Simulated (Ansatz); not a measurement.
# What a change does: single-point calculation on Si2H3ClO

System: Si2H3ClO.
Method of run 1: RKS SPW92 (LDA)/def2-TZVPP (Ansatz 0.2.0).

The geometry comes from this level: PBE0-D4/def2-TZVP. Text and figures count atoms from 1; the logs count them from 0 in places.

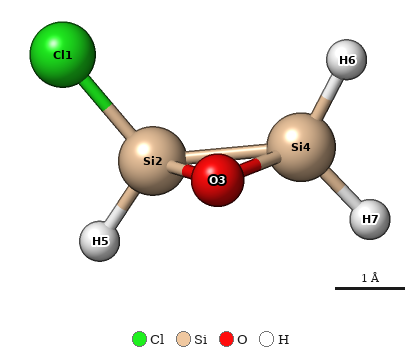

**Figure 1.** The input geometry (ball-and-stick view, seen at a tilt; atoms are numbered from 1 in the order of the input). Bond lengths as drawn: Cl–Si 2.04 Å, H–Si 1.48 Å, O–Si 1.68 to 1.71 Å and Si–Si 2.19 Å.

Input file, run 1:
```yaml
crystal:
  periodic: [false, false, false]
  atoms:
    - {symbol: Cl, position_ang: [-2.627520, -0.578238, -0.336689]}
    - {symbol: Si, position_ang: [-0.744161, 0.106826, -0.725265]}
    - {symbol: O, position_ang: [0.477747, -0.991129, -0.394919]}
    - {symbol: Si, position_ang: [0.849084, 0.196997, 0.770367]}
    - {symbol: H, position_ang: [-0.748024, 0.620427, -2.110615]}
    - {symbol: H, position_ang: [0.679476, -0.257419, 2.170977]}
    - {symbol: H, position_ang: [2.174697, 0.834434, 0.580443]}
basis:
  gaussian: {orbitals: def2-TZVPP}
hamiltonian: {xc: lda}
output: {orbitals: {seedname: orbitals}}
```

Command:
```bash
ansatz run in.yaml --threads 2 --pin off --events-out ev --progress --plain --max-ram 4352MiB
```

Hardware: 2 threads of Arm Neoverse V1, 23 GiB of memory available, shared host.

Output (run 1):
```
Functional definition: SPW92
  exchange = slater_x
  correlation = pw_c
1198 factors; their error is unknown
mean field evaluation 1: about -30251.5378 eV, gradient 6.5e1 eV
mean field evaluation 2: about -30164.0711 eV, gradient 1.9e2 eV
mean field evaluation 4: about -30258.9519 eV, gradient 1.2e1 eV
mean field evaluation 8: about -30259.2586 eV, gradient 1.4e-1 eV
mean field evaluation 16: about -30259.2182 eV, gradient 1.9e-4 eV
mean field -30259.21818739 eV, -1112.0057579517 hartree, gradient 5.4e-5 eV, S^2 0.000000; 0 other end points of the search recorded, 0 dependent functions left out
reference -30259.21822695 eV, -1112.0057594055 hartree; 28, 28 occupied and 171, 171 virtual orbitals, 1198 factors
Total energy: -30259.21822695 eV, -1112.0057594055 hartree
```

For run 2 the input was changed thus:
```diff
-hamiltonian: {xc: lda}
+hamiltonian: {xc: {name: LC-wPBE}}
```

How does run 2 compare with run 1?

The total energies belong to different methods, so their difference says nothing on which is more stable or more accurate. The HOMO goes from −6.19 to −9.73 eV. The LUMO goes from −2.22 to 0.97 eV.

Output (run 2):
```
Functional definition: LC-wPBE
  parameter omega = 0.4/bohr
  exchange = pbe_x_sr(omega) + exact_x_lr(omega)
  correlation = pbe_c
1198 factors; their error is unknown
353 factors; integrals over basis functions are off by at most 3.4e-5 eV
mean field evaluation 1: about -30362.6154 eV, gradient 5.5e1 eV
mean field evaluation 2: about -30357.9504 eV, gradient 7.7e1 eV
mean field evaluation 4: about -30367.9093 eV, gradient 1.7e0 eV
mean field evaluation 8: about -30367.9180 eV, gradient 9.3e-2 eV
mean field evaluation 16: about -30367.8775 eV, gradient 7.3e-5 eV
mean field -30367.87754320 eV, -1115.9989156260 hartree, gradient 2.4e-5 eV, S^2 0.000000; 0 other end points of the search recorded, 0 dependent functions left out
reference -30367.87754321 eV, -1115.9989156263 hartree; 28, 28 occupied and 171, 171 virtual orbitals, 1198 factors
Total energy: -30367.87754321 eV, -1115.9989156263 hartree
```

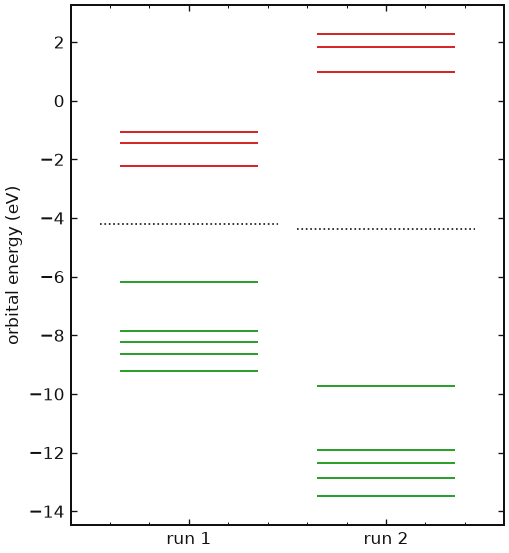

**Figure 2.** The five highest filled and three lowest empty orbital energies of the two runs; the dotted lines part filled from empty levels. The HOMO–LUMO gap is 3.97 eV in run 1 and 10.70 eV in run 2.

The two runs side by side:

| quantity | run 1 | run 2 |
| --- | --- | --- |
| outcome | converged | converged |
| total energy (hartree) | −1112.005759 | −1115.998916 |
| HOMO (eV) | −6.19 | −9.73 |
| LUMO (eV) | −2.22 | 0.97 |
| basis functions | 199 | 199 |
| wall time (shared host) | 1.5 s | 3.2 s |
